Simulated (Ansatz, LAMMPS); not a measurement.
# Which site? a vacancy of O in glassy 84SiO2-16BaO (mol %) (71 atoms): runs compared

Aim: make a vacancy of O at several sites of glassy 84SiO2-16BaO (mol %) (71 atoms), relax each, and compare their energies.

Computed with Ansatz 0.2.0: Kohn-Sham DFT, LDA, PAW (set soft_1), plane waves.

## 1. The cell as built

The cell holds 71 atoms: 21 Si, 4 Ba and 46 O. Its edges and angles: a = 10.441 Å, b = 10.441 Å, c = 10.441 Å, α = 90.0°, β = 90.0°, γ = 90.0°. 71 atoms (21 Si, 4 Ba, 46 O) placed at random at 2.83 g/cm³, melted at 4000 K for 10 ps at fixed volume with the Morse and Coulomb pair potential with partial charges (Pedone, Malavasi, Menziani, Cormack and Segre, J. Phys. Chem. B 110, 11780 (2006)). Quenched from 4000 K to 300 K at 200 K/ps and fixed volume, held 10 ps at zero pressure, then minimised at fixed cell.

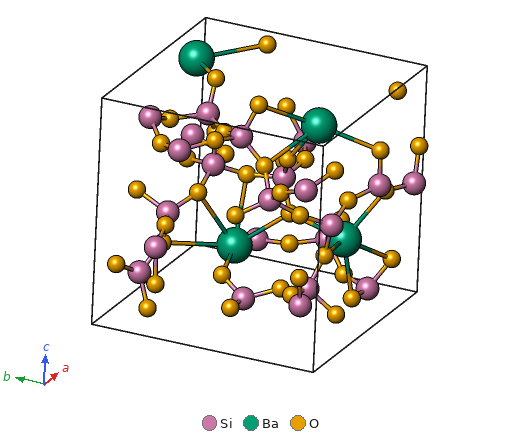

The cell as built. Bonds to atoms that aren't drawn are left out. Some periodic images of atoms are drawn too.

What the set-up can't give: The quench rate of 200 K/ps far exceeds what a furnace or splat quench reaches, so expect more defects and frozen-in strain than in a real sample. The starting topology of bonds comes from the classical model, and needn't be the one that DFT or experiment would give. Sampling is at Γ alone, for a cell whose shortest periodic width is 10 Å. The levels lack spin–orbit coupling, which is large for the heavy elements here.

## 2. The reference run

The reference is a single point at the end of the relaxation.

Every defect cell starts from the geometry of this run and is relaxed in the fixed cell.

Its input, with most atom lines left out:

```yaml
crystal:
  lattice:
    - [10.44078, 0.0, 0.0]
    - [0.0, 10.44078, 0.0]
    - [0.0, 0.0, 10.44078]
  atoms:
    - { symbol: Si, position: [0.31656, 0.42766, 0.09809] }
    - { symbol: Si, position: [0.21037, 0.88167, 0.87823] }
    - { symbol: Si, position: [0.96691, 0.52609, 0.57992] }
    - { symbol: Si, position: [0.04916, 0.13109, 0.24894] }
    - { symbol: Si, position: [0.33103, 0.18186, 0.22937] }
    - { symbol: Si, position: [0.91682, 0.66655, 0.12732] }
    - { symbol: Si, position: [0.30535, 0.8409, 0.41931] }
    [... atom lines 8 to 71 left out ...]
kpoints:
  mp_grid: { grid: [1, 1, 1] }
hamiltonian:
  xc: lda
  pseudopotentials: { kind: paw, azcp: { folder: soft_1 }, xc_functional: pbe }
scf:
  occupations: { method: fixed }
output:
  forces: true
  stress: true
  populations: true
  dos:
    method: { smearing: { sigma: 0.08 } }
    de: 0.1
    projected: { site_lists: { Ba: [Ba], O: [O], Si: [Si] } }
  eigenvalues: true
  write_density: true
  write_potential: true
  volumetric_format: npy
  elf: true
```

```
free energy per atom   : -866.5812 eV/atom
r.m.s. force component : 0.01352 eV/Å
pressure               : -2.519 GPa
```

Filled and empty levels are parted by 3.74 eV (at Γ alone); a local or semilocal functional tends to put such gaps too low. In a disordered cell it changes from sample to sample, and tail or defect levels can set it.

## 3. The runs

Each row is one run, on 4 threads of Arm Neoverse V1, shared host. The free energy is the program's total, comparable only between runs with the same functional, potentials and atoms.

```csv
run,atoms,outcome,"ionic steps, all passes",free energy (eV),time,host memory (GiB)
Single point at the start,71,converged,-,-61522.907,9 s,1.0
Relaxation,71,converged,14,-61527.264,70 s,1.0
Single point at the relaxed geometry,71,converged,-,-61527.264,15 s,1.1
"Vacancy of O, site O45",70,converged,12,-60969.067,3.4 min,1.8
"Vacancy of O, site O29",70,converged,12,-60969.189,3.5 min,1.8
"Vacancy of O, site O71",70,converged,11,-60968.384,3.1 min,1.8
"Vacancy of O, site O63",70,converged,14,-60969.434,3.9 min,1.9
"Vacancy of O, site O28",70,converged,11,-60968.674,3 min,1.8
"Vacancy of O, site O36",70,converged,17,-60969.976,4.6 min,1.9
```

In some runs the program notes that starting moments were not kept.

The surroundings of site O36, the cheapest one, after relaxation: 10 atoms, nearest first, with positions taken from that point. Atoms keep their numbers of the cell before the removal, where the removed atom was number 36.

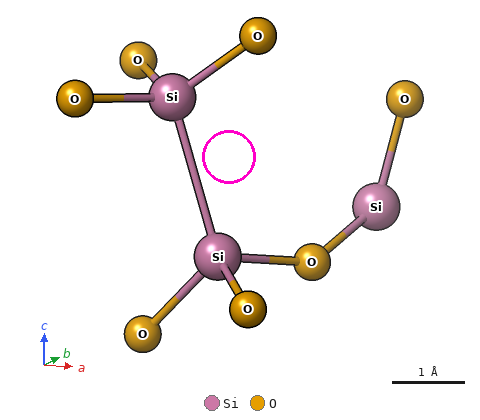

The atoms of the table, within 3.3 Å (arrows a, b, c point along x, y, z); some may hide others. A ring marks the centre wherever it is empty.

```csv
atom,x,y,z,distance (Å),bonds
Si11,-0.85,-0.04,0.78,1.16,4
Si15,-0.14,-0.06,-1.42,1.43,4
O40,0.40,0.11,1.74,1.78,2
O32,0.68,1.32,-1.69,2.25,2
O70,0.86,-1.27,-1.86,2.41,3
O35,-1.72,-1.40,0.95,2.42,2
O43,-1.92,1.20,0.99,2.47,2
O66,-1.30,-0.03,-2.63,2.94,3
Si21,1.00,2.82,-1.16,3.20,4
O65,1.35,3.01,0.37,3.32,3
```

The column of bonds counts only the pairs O-Si within 2.12 Å, O-Ba within 3.29 Å, Si-Si within 2.51 Å; other neighbours, such as metal atoms beside each other in a compound, aren't counted, and periodic images can show an atom twice.

## 4. The sites compared

All these cells hold the same atoms, so their energies can be compared with no chemical potential.

```csv
site,neighbours,mean distance (Å),atoms within 6 Å,energy over the best site (eV),before relaxation (eV),gain on relaxing (eV)
O36,Si2,1.61,54,0.00,0.58,1.66
O63,Si2,1.61,62,0.54,0.68,1.22
O29,Ba2Si,2.44,53,0.79,0.00,0.30
O45,Si2,1.67,56,0.91,0.34,0.52
O28,BaSi2,2.07,58,1.30,0.82,0.61
O71,Si2,1.63,60,1.59,0.84,0.33
```

Neighbours are those of the relaxed host within 2.12 Å (O-Si), 3.29 Å (O-Ba); other pairs aren't counted.

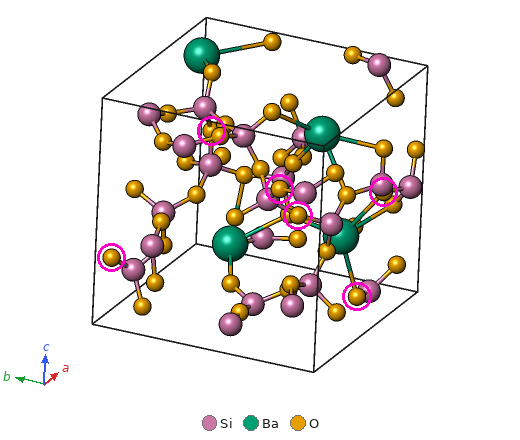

The relaxed cell with the tried sites ringed. Bonds to atoms that aren't drawn are left out. Some periodic images of atoms are drawn too.

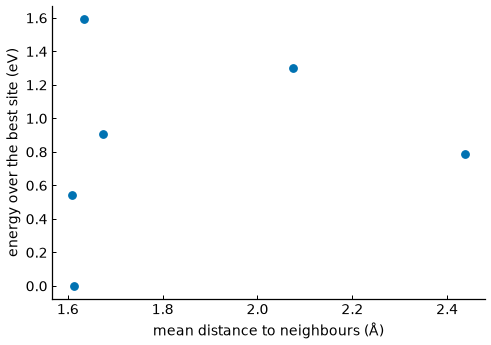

Site energy against the site's surroundings.

## 5. Findings

The cheapest site is O36 (2 neighbours, Si2); the dearest, O71 (2 neighbours, Si2), costs 1.6 eV more. By coordination the energies over the best site are 0.00 to 1.59 eV with 2 neighbours and 0.79 to 1.30 eV with 3 neighbours. Relaxation changes the order: the best site before relaxing was O29.

Caveats: Defects are neutral and interact with their images. The reference ran with fixed occupations, but 6 of the 6 defect cells with fermi-dirac smearing of 0.025 eV, spin polarised. In a disordered cell the relaxation can also rearrange atoms far from the site. In the spin-polarised runs the search for a state of lower energy was switched off. Only 6 of the 46 O sites were tried; unless symmetry makes the others alike to these, a cheaper one may exist. The pressure of -2.5 GPa means that a free cell would contract at this level.

The DFT runs together took 23 min of wall time.

[Logs are printed without paths, hosts, clocks, repeated set-up lines and the standing remarks that a program may print on its own settings, such as how far it seeks lower states.]

[Hosts, paths, dates, database ids (printed as entryN), source tags and the programs' standing remarks are cut or masked in the printed files.]
